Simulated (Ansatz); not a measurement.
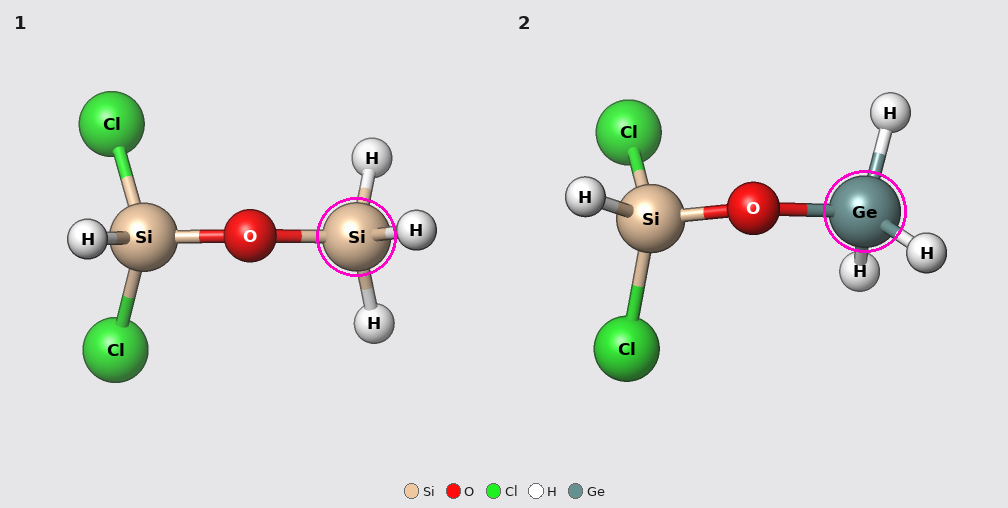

2 molecules with one skeleton, seen from the same side and at one scale; the atom that differs is circled. Charge 0, singlet. Computed geometries: PBE0-D4/def2-TZVP optimisations, one conformation each. Properties computed with Ansatz 0.2.0.

One atom differs, called X below: Si in panel 1, Ge in panel 2. Their formulas are Cl2H4OSi2 (`[SiH3]O[SiH](Cl)Cl`), Cl2GeH4OSi (`Cl[SiH](Cl)[O][GeH3]`).

Question: In which is the dipole moment larger (B3LYP-D4/def2-TZVPP)?

Answer: In panel 2 (X = Ge).

Question: In which is the harmonic zero-point energy higher (PBE0-D4/def2-TZVP)?

Answer: In panel 1 (X = Si).

Give the values. With PBE0-D4/def2-TZVP: mean length of X–H (Å), length of X–O (Å), mean angle O–X–H (°), harmonic zero-point energy (kJ/mol). With revPBE-D4/def2-TZVPP: HOMO energy (Kohn–Sham orbital) (eV), HOMO–LUMO gap (eV). With B3LYP-D4/def2-TZVPP: dipole moment (D).

```csv
quantity,1 (Si),2 (Ge),2 − 1
mean length of X–H (Å),1.482,1.532,+0.050
length of X–O (Å),1.649,1.792,+0.143
mean angle O–X–H (°),108.8,106.6,−2.2
HOMO energy (Kohn–Sham orbital) (eV),−7.69,−7.46,+0.23
HOMO–LUMO gap (eV),6.82,6.47,−0.35
dipole moment (D),1.15,2.01,+0.86
harmonic zero-point energy (kJ/mol),112.4,107.5,−4.9
```
